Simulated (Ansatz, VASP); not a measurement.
**SrTlBr3 in two plane-wave programs**

Wanted: the spread between two codes on one cell, functional and k mesh. The cell is invented: As first built, before any earlier steps moved the atoms (in the runner's words): it takes the RbSrCl3 structure with some of its atoms replaced by other elements, volume scaled by an estimate. It may not be a known or stable phase. The cell is taken from a series of VASP runs on this material, whose earlier steps may have relaxed, scaled or displaced it; both programs get it as it stands. Valence electrons are named where the data sets of a main pair hold unlike numbers.

Main program and level: Ansatz 0.2.0; plane waves, with VASP 6.6.1 beside it; single point at BLYP, band structure at BLYP and electric field gradients at BLYP.

## (1) The structure

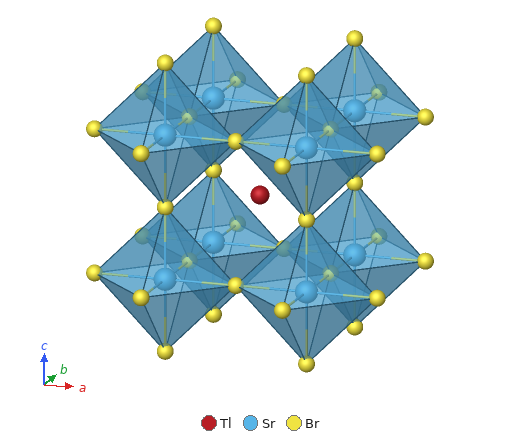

The cell as given, slightly off an axis (thallium red, strontium blue, bromine yellow). Some periodic images of atoms are drawn too.

## (2) Ansatz: single point, BLYP

Ansatz runs on its default PAW (the set named soft_2) files.

With cell and atoms fixed, the geometry can't cause a difference; cores, projectors, grids and the points listed under the comparison can.

input.yaml reads:

```yaml
crystal:
  lattice:
    - [6.0756620906, 0.0, 0.0]
    - [0.0, 6.0756620906, 0.0]
    - [0.0, 0.0, 6.0756620906]
  atoms:
    - { symbol: Tl, position: [0.5, 0.5, 0.5] }
    - { symbol: Sr, position: [0.0, 0.0, 0.0] }
    - { symbol: Br, position: [0.5, 0.0, 0.0] }
    - { symbol: Br, position: [0.0, 0.5, 0.0] }
    - { symbol: Br, position: [0.0, 0.0, 0.5] }
hamiltonian:
  xc: blyp
  pseudopotentials: { kind: paw }
kpoints:
  mp_grid: { grid: [5, 5, 5] }
scf:
  occupations: { method: gaussian, width: 0.05 }
  n_extra_bands: 5
output:
  forces: true
  stress: true
  eigenvalues: true
  write_density: true
  write_potential: true
  elf: true
  volumetric_format: npy
```

The run is started by

```
> ansatz run input.yaml --threads 2 --pin off --max-ram 4608MiB --backend cpu --events-out ev --progress --plain --runs-dir out
```

Numbers of over 12 decimals in the logs are rounded to 6 here.

Log:

```text
scf.n_extra_bands = 5 over 22 filled bands (N_el = 44.0): the run solves 27 bands
Engine: ansatz 0.2.0, aarch64-unknown-linux-gnu
Pseudopotentials: kind: paw
Pseudopotential: Tl, paw, valence charge 13, recommended cutoff 420 eV (normal), Tl.paw.azcp
Pseudopotential: Sr, paw, valence charge 10, recommended cutoff 420 eV (normal), Sr.paw.azcp
Pseudopotential: Br, paw, valence charge 7, recommended cutoff 420 eV (normal), Br.paw.azcp
Functional definition: BLYP
  parameter beta = 0.0042
  parameter a = 0.04918
  parameter b = 0.132
  parameter c = 0.2533
  parameter d = 0.349
  exchange = b88_x(beta = beta)
  correlation = lyp_c(a = a, b = b, c = c, d = d)
Crystal: 5 atoms, lattice volume = 224.275 Å³
Basis set: ecut = 420 eV, 4385 PW (Γ), exchange–correlation on 90×90×90 points (8 copies of the dense FFT grid, shifted against one another)
Bands: 27, of which v1, the nominal top of the filled ones, is band 22 counted from 1 (21 counted from 0)
Symmetry: 48 space group operations
Space group: Pm-3m (ITA 221), of the structure as read, at distance tolerance 6.1e-5 Å
k-points: 10 of 125
Non-local potential: Tl, projectors of the file, l = 0: 2, l = 1: 2, l = 2: 2, l = 3: 1
Non-local potential: Sr, projectors of the file, l = 0: 3, l = 1: 2, l = 2: 2
Non-local potential: Br, projectors of the file, l = 0: 2, l = 1: 2, l = 2: 2
PAW form: soft (Blöchl's): semilocal exchange-correlation on the pseudo side does not see the compensation charge
PAW frozen core: Tl, regenerated for the run's functional, and the local potential with it (the file was generated under x = pbe(κ = 0.804, μ = 0.219515), c = pbe(β = 0.066725))
PAW frozen core: Sr, regenerated for the run's functional, and the local potential with it (the file was generated under x = pbe(κ = 0.804, μ = 0.219515), c = pbe(β = 0.066725))
PAW frozen core: Br, regenerated for the run's functional, and the local potential with it (the file was generated under x = pbe(κ = 0.804, μ = 0.219515), c = pbe(β = 0.066725))
PAW one-centre angular grid: Tl, 590 points (default); XC on 64 Gauss nodes
PAW one-centre angular grid: Sr, 110 points (default); XC on 64 Gauss nodes
PAW one-centre angular grid: Br, 110 points (default); XC on 64 Gauss nodes
Initial density: superposition of atomic densities (neutral atoms: chi_scale 0, normalization atom), corrected by the library's trained network
Initial wavefunctions: pseudopotential atomic-orbital guess
Functional: x = b88, c = lyp
SCF iter   1: F=—  HF=-23421.409900 eV  |F-HF|=—  |Δ(HF+E_count)|=         —  Δρ=3.69e-3  dr2=3.35e-2  ethr=1.77e-3  ⟨swp⟩=11.3  Hψ=1571  notcnv=0
preconditioner: auto → Resta (q_TF=auto, 2.080 Å⁻¹)  ε∞=2.9  [insulator: Δε(μ)=3.218 eV  Ē_g=11.701 eV  σ=0.050 eV  W_gap=1.00  n_scr=32 (ndim 8)  ℏωp=16.1 eV  f_vac=0.066  D(μ)=0.00/eV (n_scr^D=0)  ε∞_Penn≈2.9]
SCF iter   2: F=—  HF=-23421.401349 eV  |F-HF|=—  |Δ(HF+E_count)|=   8.55e-3  Δρ=1.10e-3  dr2=2.17e-3  ethr=7.60e-5  ⟨swp⟩=2.0  Hψ=543  notcnv=0  defer=3
SCF iter   3: F=—  HF=-23421.400973 eV  |F-HF|=—  |Δ(HF+E_count)|=   3.77e-4  Δρ=2.69e-4  dr2=8.92e-5  ethr=4.92e-6  ⟨swp⟩=2.3  Hψ=476  notcnv=0  defer=3
SCF iter   4: F=—  HF=-23421.400873 eV  |F-HF|=—  |Δ(HF+E_count)|=   9.98e-5  Δρ=4.29e-5  dr2=3.43e-6  ethr=2.03e-7  ⟨swp⟩=2.1  Hψ=468  notcnv=0  defer=3
SCF iter   5: F=—  HF=-23421.400876 eV  |F-HF|=—  |Δ(HF+E_count)|=   2.93e-6  Δρ=7.88e-6  dr2=1.50e-7  ethr=7.80e-9  ⟨swp⟩=2.0  Hψ=465  notcnv=0  defer=3
SCF iter   6: F=-23421.400876 eV  HF=-23421.400876 eV  |F-HF|=1.84e-8  |Δ(HF+E_count)|=   9.71e-8  Δρ=2.03e-6  dr2=1.09e-8  ethr=2.27e-10  ⟨swp⟩=16.0  Hψ=2295  notcnv=0
SCF 1 converged in 6 iterations: F = -23421.400876 eV  dr2 = 1.09e-8
  greatest PAW one-centre occupation: 0.987 electrons in one spin orbital (limit 2), on the Sr atom at site 1 (counted from 0), in its partial waves of l = 0
SCF converged after 6 iterations
Free energy (F): -23421.400876 eV
Harris-Foulkes:  -23421.400876 eV  (|F-HF|=1.84e-8)
Internal energy: -23421.400876 eV  (E = F + TS)
E sigma→0 (E₀):  -23421.400876 eV
Fermi energy:    2.851718 eV
--- Per-component energies (eV) ---
  E_band       = -303.428179
  E_kinetic    = 975.384339
  E_local      = -2908.327939  (includes V_loc(G=0)·N_el)
  E_nonlocal   = 733.236048
  E_hartree    = 921.227010
  E_xc         = -1190.922253
  E_vxc        = -602.189534  (∫ρ·V_xc dr)
  E_paw        = -19678.766236  (= ΣΔE_a)
  E_vpaw       = -343.983170  (= ΣTr[D̂ρ^β])
  E_aug_tail   = 0.000027  (compensation charges beyond the density's cutoff)
  E_ewald      = -2273.389598
  E_core_change = 0.157726  (= ΣΔE_core)
  E_smearing   = -0.000000  (= −TS)
  E_closure    = -0.000000  (closes the sum)
  Σ components = -23421.400876   (vs F -23421.400876, Δ=0.00e0)
--- Forces (eV/Å), atoms counted from 1 ---
  atom   1  Tl     0.00000000    -0.00000000     0.00000000
  atom   2  Sr    -0.00000000     0.00000000     0.00000000
  atom   3  Br    -0.00000000    -0.00000000    -0.00000000
  atom   4  Br     0.00000000    -0.00000000    -0.00000000
  atom   5  Br     0.00000000    -0.00000000    -0.00000000
  max |Σ_I F_I| component: 1.95e-28 eV/Å
--- Stress (GPa, compression-positive) ---
        0.016225      -0.000000       0.000000
        0.000000       0.016225       0.000000
        0.000000      -0.000000       0.016225
  P = ⅓ Tr σ = 0.0162 GPa (0.162 kbar)
--- Band table (eV; the first three rows and the last of 10) ---
  k-point 0: bands = [... 18 lower, 0.9360, 1.0440, 1.0440, 1.0440, 5.4506, 5.4506, 5.4506, 6.6426, ... 1 higher]
  k-point 1: bands = [... 18 lower, 0.8758, 0.9105, 1.0253, 1.0253, 4.9463, 5.3347, 5.3347, 6.7151, ... 1 higher]
  k-point 2: bands = [... 18 lower, 0.7823, 0.8702, 1.0321, 1.0321, 4.4091, 5.1767, 5.1767, 6.7667, ... 1 higher]
  k-point 9: bands = [... 18 lower, 0.1404, 1.2705, 1.2705, 1.2941, 5.0734, 5.2986, 5.2986, 8.0240, ... 1 higher]
```

Elapsed: 2.8 s, on 2 threads of Arm Neoverse V2, shared host; peak memory 0.47 GiB.

The run ends at a pressure of 0.02 GPa.

## (3) VASP: single point, BLYP

The same cell, functional (in two slightly different forms), mesh and smearing now go to VASP, with its own data sets.

Lines of VASP's logs that name or quote its potential files are left out, and so is its time.

INCAR reads:

```
SYSTEM = SrTlBr3
PREC = Accurate
ENCUT = 400
EDIFF = 1E-06
NELM = 100
ISMEAR = 0
SIGMA = 0.05
LREAL = .FALSE.
ALGO = Normal
GGA = B5
ALDAX = 1
AGGAX = 1
AGGAC = 1
ALDAC = 0
NBANDS = 28
LORBIT = 11
LWAVE = .FALSE.
LCHARG = .TRUE.
ISIF = 2
LELF = .TRUE.
LVHAR = .TRUE.
```

POSCAR reads:

```
SrTlBr3
1.0
    6.0756620906      0.0000000000      0.0000000000
    0.0000000000      6.0756620906      0.0000000000
    0.0000000000      0.0000000000      6.0756620906
Tl Sr Br
1 1 3
Direct
    0.5000000000      0.5000000000      0.5000000000
    0.0000000000      0.0000000000      0.0000000000
    0.5000000000      0.0000000000      0.0000000000
    0.0000000000      0.5000000000      0.0000000000
    0.0000000000      0.0000000000      0.5000000000
```

KPOINTS reads:

```
Automatic mesh
0
Gamma
5 5 5
0 0 0
```

Potentials, in the order of the species: Tl_d, Sr_sv and Br (PBE family, release 64).

The run is started by

```
> mpirun -np 2 vasp_std
```

Log:

```text
[banner, memory and clock lines left out]
running    2 mpi-ranks, on    1 nodes
 distrk:  each k-point on    2 cores,    1 groups
 distr:  one band on    1 cores,    2 groups

 POSCAR found type information on POSCAR TlSrBr
 POSCAR found :  3 types and       5 ions
|                                                                             |
|               ----> ADVICE to this user running VASP <----                  |
|                                                                             |
|     You enforced a specific xc type in the INCAR file but a different       |
|     [... a line on the potential file left out ...]
|     I HOPE YOU KNOW WHAT YOU ARE DOING!                                     |
|                                                                             |

 LDA part: xc-table for (Slater(with rela. corr.)+VWN5), standard interpolation
 POSCAR, INCAR and KPOINTS ok, starting setup
 FFT: planning ... GRIDC
 FFT: planning ... GRID_SOFT
 FFT: planning ... GRID
 WAVECAR not read
 entering main loop
       N       E                     dE             d eps       ncg     rms          rms(c)
DAV:   1     0.264497579269E+03    0.26450E+03   -0.16975E+04   568   0.109E+03
DAV:   2     0.507492846518E+01   -0.25942E+03   -0.25258E+03   736   0.238E+02
DAV:   3    -0.156498818714E+02   -0.20725E+02   -0.20652E+02   664   0.660E+01
DAV:   4    -0.165115628246E+02   -0.86168E+00   -0.86108E+00   976   0.111E+01
DAV:   5    -0.165184921345E+02   -0.69293E-02   -0.69264E-02   720   0.104E+00    0.146E+01
DAV:   6    -0.155149373136E+02    0.10036E+01   -0.15910E+00   660   0.501E+00    0.950E+00
DAV:   7    -0.151983149960E+02    0.31662E+00   -0.17293E+00   656   0.453E+00    0.162E+00
DAV:   8    -0.151717771556E+02    0.26538E-01   -0.27731E-01   684   0.204E+00    0.360E-01
DAV:   9    -0.151683896551E+02    0.33875E-02   -0.12986E-02   768   0.446E-01    0.271E-01
DAV:  10    -0.151680089346E+02    0.38072E-03   -0.34411E-03   672   0.269E-01    0.798E-02
DAV:  11    -0.151679140931E+02    0.94841E-04   -0.20103E-03   644   0.207E-01    0.309E-02
DAV:  12    -0.151679486605E+02   -0.34567E-04   -0.21033E-04   748   0.590E-02    0.214E-02
DAV:  13    -0.151679539443E+02   -0.52838E-05   -0.12266E-05   716   0.159E-02    0.138E-02
DAV:  14    -0.151679556122E+02   -0.16679E-05   -0.38271E-06   564   0.105E-02    0.119E-03
DAV:  15    -0.151679556059E+02    0.63092E-08   -0.13527E-07   388   0.217E-03
   1 F= -.15167956E+02 E0= -.15167956E+02  d E =-.114280E-16
```

From OUTCAR (step 3):

```text
ion  position               nearest neighbor table
   1  0.500  0.500  0.500-
   2  0.000  0.000  0.000-   3 3.04   4 3.04   5 3.04   5 3.04   4 3.04   3 3.04
   3  0.500  0.000  0.000-   2 3.04   2 3.04
   4  0.000  0.500  0.000-   2 3.04   2 3.04
   5  0.000  0.000  0.500-   2 3.04   2 3.04

  LATTYP: Found a simple cubic cell.
 ALAT       =     6.0756620906

 Subroutine GETGRP returns: Found 48 space group operations
 (whereof 48 operations were pure point group operations)

The static configuration has the point symmetry O_h .

 Found     10 irreducible k-points:

   k-points           NKPTS =     10   k-points in BZ     NKDIM =     10   number of bands    NBANDS=     28

   dimension x,y,z NGX =    40 NGY =   40 NGZ =   40
   dimension x,y,z NGXF=    80 NGYF=   80 NGZF=   80

   ENCUT  =  400.0 eV  29.40 Ry    5.42 a.u.   9.91  9.91  9.91*2*pi/ulx,y,z

   NELECT =      44.0000    total number of electrons

 k-points in reciprocal lattice and weights: Automatic mesh
   0.00000000  0.00000000  0.00000000       0.008
   0.20000000  0.00000000  0.00000000       0.048
   0.40000000  0.00000000  0.00000000       0.048
   0.20000000  0.20000000  0.00000000       0.096
   0.40000000  0.20000000  0.00000000       0.192
   0.40000000  0.40000000  0.00000000       0.096
   0.20000000  0.20000000  0.20000000       0.064
   0.40000000  0.20000000  0.20000000       0.192
   0.40000000  0.40000000  0.20000000       0.192
   0.40000000  0.40000000  0.40000000       0.064

 average (electrostatic) potential at core
       1 -90.1161       2 -40.4035       3 -63.9350       4 -63.9350       5 -63.9350

 E-fermi :  -0.6061

 k-point     1 :       0.0000    0.0000    0.0000
  band No.  band energies     occupation
    ...
     18      -1.2504      2.00000
     19      -1.2504      2.00000
     20      -1.1393      2.00000
     21      -1.1393      2.00000
     22      -1.1393      2.00000
     23       3.2692      0.00000
     24       3.2692      0.00000
     25       3.2692      0.00000
     26       4.4754      0.00000
     27       4.4754      0.00000
    ...

 k-point     2 :       0.2000    0.0000    0.0000
  band No.  band energies     occupation
    ...
     18      -1.3196      2.00000
     19      -1.3089      2.00000
     20      -1.2760      2.00000
     21      -1.1587      2.00000
     22      -1.1587      2.00000
     23       2.7649      0.00000
     24       3.1524      0.00000
     25       3.1524      0.00000
     26       4.5052      0.00000
     27       4.8162      0.00000
    ...

 k-point     3 :       0.4000    0.0000    0.0000
  band No.  band energies     occupation
    ...
     18      -1.5031      2.00000
     19      -1.4020      2.00000
     20      -1.3163      2.00000
     21      -1.1522      2.00000
     22      -1.1522      2.00000
     23       2.2261      0.00000
     24       2.9937      0.00000
     25       2.9937      0.00000
     26       4.5561      0.00000
     27       5.4616      0.00000
    ...

  Total       -0.0052341     -0.0052341     -0.0052341      0.0000000      0.0000000      0.0000000
  in kB       -0.0373913     -0.0373913     -0.0373913      0.0000000      0.0000000      0.0000000
  external PRESSURE =      -0.0373913 kB  Pullay stress =       0.0000000 kB

  energy-cutoff  :      400.00
  volume of cell :      224.27
      direct lattice vectors                 reciprocal lattice vectors
     6.075662091  0.000000000  0.000000000     0.164591115  0.000000000  0.000000000
     0.000000000  6.075662091  0.000000000     0.000000000  0.164591115  0.000000000
     0.000000000  0.000000000  6.075662091     0.000000000  0.000000000  0.164591115

 POSITION                                       TOTAL-FORCE (eV/Angst)
 -----------------------------------------------------------------------------------
      3.03783      3.03783      3.03783         0.000000      0.000000      0.000000
      0.00000      0.00000      0.00000         0.000000      0.000000      0.000000
      3.03783      0.00000      0.00000         0.000000      0.000000      0.000000
      0.00000      3.03783      0.00000         0.000000      0.000000      0.000000
      0.00000      0.00000      3.03783         0.000000      0.000000      0.000000
 -----------------------------------------------------------------------------------
    total drift:                               -0.000000      0.000000     -0.000000

  FREE ENERGIE OF THE ION-ELECTRON SYSTEM (eV)
  ---------------------------------------------------
  free  energy   TOTEN  =       -15.1679556059 eV

  energy  without entropy=      -15.1679556059  energy(sigma->0) =      -15.16795561

 total charge
# of ion       s       p       d       tot
------------------------------------------
    1        1.313   0.037   9.663  11.012
    2        2.003   5.782   0.176   7.961
    3        1.627   3.291   0.002   4.920
    4        1.627   3.291   0.002   4.920
    5        1.627   3.291   0.002   4.920
--------------------------------------------------
tot          8.196  15.693   9.844  33.732

[... 3 further parts left out ...]
```

The run ends at a pressure of 0.00 GPa.

## (4) Comparison

Known differences besides the potentials themselves: the cutoff is 420 eV in Ansatz and 400 eV in VASP; Ansatz makes its cores anew for this functional, VASP keeps those of its PBE data sets; VASP leaves aspherical gradient terms in its spheres out (LASPH is not set), Ansatz keeps them; VASP's log shows a relativistic correction to its local exchange, Ansatz's none. Total energies have different zeros and are not compared.

Both answers:

```tsv
quantity	Ansatz	VASP	difference
pressure (GPa)	0.02	0.00	+0.02
gap on the k mesh (eV)	3.115	3.119	-0.004
```

A gap on the mesh is an upper bound, since the band edges may lie between its points; neither run holds spin-orbit coupling, which can move the band edges of a compound of Tl. Ansatz's pressure holds a Pulay correction of 0.01 GPa; VASP's holds none.

## (5) VASP: band structure, BLYP

Levels along a path test the potential and the projectors away from the mesh points.

Edit INCAR of step 3 so:

```diff
@@ -14,8 +14,6 @@
 ALDAC = 0
-NBANDS = 28
+NBANDS = 37
 LORBIT = 11
 LWAVE = .FALSE.
-LCHARG = .TRUE.
-ISIF = 2
-LELF = .TRUE.
-LVHAR = .TRUE.
+LCHARG = .FALSE.
+KPAR = 2
```

POSCAR is that of step 3.

KPOINTS is that of step 3.

KPOINTS_OPT reads:

```
Line mode
16
Line-mode
Reciprocal
  0.00000000   0.00000000   0.00000000 GAMMA
  0.00000000   0.50000000   0.00000000 X

  0.00000000   0.50000000   0.00000000 X
  0.50000000   0.50000000   0.00000000 M

  0.50000000   0.50000000   0.00000000 M
  0.00000000   0.00000000   0.00000000 GAMMA

  0.00000000   0.00000000   0.00000000 GAMMA
  0.50000000   0.50000000   0.50000000 R

  0.50000000   0.50000000   0.50000000 R
  0.00000000   0.50000000   0.00000000 X

  0.50000000   0.50000000   0.00000000 M
  0.50000000   0.50000000   0.50000000 R
```

The run is started by

```
> mpirun -np 2 vasp_std
```

Log:

```text
[banner, memory and clock lines left out]
running    2 mpi-ranks, on    1 nodes
[...]
[... a notice as in an earlier step ...]

 LDA part: xc-table for (Slater(with rela. corr.)+VWN5), standard interpolation
 POSCAR, INCAR and KPOINTS ok, starting setup
[...]
entering main loop
       N       E                     dE             d eps       ncg     rms          rms(c)
DAV:   1     0.236111041054E+03    0.23611E+03   -0.16530E+04   748   0.823E+02
DAV:   2     0.217692106607E+01   -0.23393E+03   -0.22426E+03   972   0.193E+02
DAV:   3    -0.158719832406E+02   -0.18049E+02   -0.17945E+02   984   0.488E+01
DAV:   4    -0.165139697658E+02   -0.64199E+00   -0.64029E+00  1155   0.738E+00
[...]
DAV:  13    -0.151679531936E+02   -0.34191E-05   -0.10720E-05   916   0.120E-02    0.968E-03
DAV:  14    -0.151679556181E+02   -0.24245E-05   -0.42185E-06   729   0.878E-03    0.368E-03
DAV:  15    -0.151679556383E+02   -0.20229E-07   -0.22712E-07   499   0.207E-03
   1 F= -.15167956E+02 E0= -.15167956E+02  d E =-.472310E-14
 Start KPOINTS_OPT (optional k-point list driver)
k-point batch [1-10\96]
       N       E                     dE             ncg
DAV:   1    -0.154569693070E+04   -0.35814E+04      740
DAV:   2    -0.378194152205E+04   -0.22362E+04      935
DAV:   3    -0.396712671396E+04   -0.18519E+03      990
DAV:   4    -0.397132124719E+04   -0.41945E+01     1013
DAV:   5    -0.397138212806E+04   -0.60881E-01      912
DAV:   6    -0.397138377458E+04   -0.16465E-02     1005
DAV:   7    -0.397138378630E+04   -0.11725E-04      899
DAV:   8    -0.397138378654E+04   -0.23388E-06      653
[...]
k-point batch [91-96\96]
       N       E                     dE             ncg
DAV:   1     0.254362425993E+04   -0.67922E+04      452
DAV:   2     0.120135033659E+04   -0.13423E+04      546
DAV:   3     0.110141025280E+04   -0.99940E+02      574
DAV:   4     0.109655714986E+04   -0.48531E+01      728
DAV:   5     0.109651812259E+04   -0.39027E-01      595
DAV:   6     0.109651715884E+04   -0.96375E-03      624
DAV:   7     0.109651712831E+04   -0.30535E-04      648
DAV:   8     0.109651712799E+04   -0.31551E-06      456
```

From OUTCAR (step 5):

```text
  Total       -0.0072032     -0.0072032     -0.0072032      0.0000000      0.0000000     -0.0000000
  in kB       -0.0514583     -0.0514583     -0.0514583      0.0000000      0.0000000     -0.0000000
  external PRESSURE =      -0.0514583 kB  Pullay stress =       0.0000000 kB

  FREE ENERGIE OF THE ION-ELECTRON SYSTEM (eV)
  ---------------------------------------------------
  free  energy   TOTEN  =       -15.1679556383 eV

  energy  without entropy=      -15.1679556383  energy(sigma->0) =      -15.16795564

[... 2 parts as in an earlier step ...]

[... 2 further parts left out ...]
[key lines of the parts left out:]
E-fermi :  -0.6334
```

Spin-orbit coupling is off here; with elements this heavy it splits and shifts levels by tenths of an eV or more.

(Continued in part 2 of 2.)

[Lines on the potential files, build, host, timing and source positions are cut from VASP's logs without a mark.]

[Logs are printed without paths, hosts, clocks, repeated set-up lines and the standing remarks that a program may print on its own settings, such as how far it seeks lower states.]

[Hosts, paths, dates, database ids (printed as entryN), source tags and the programs' standing remarks are cut or masked in the printed files.]
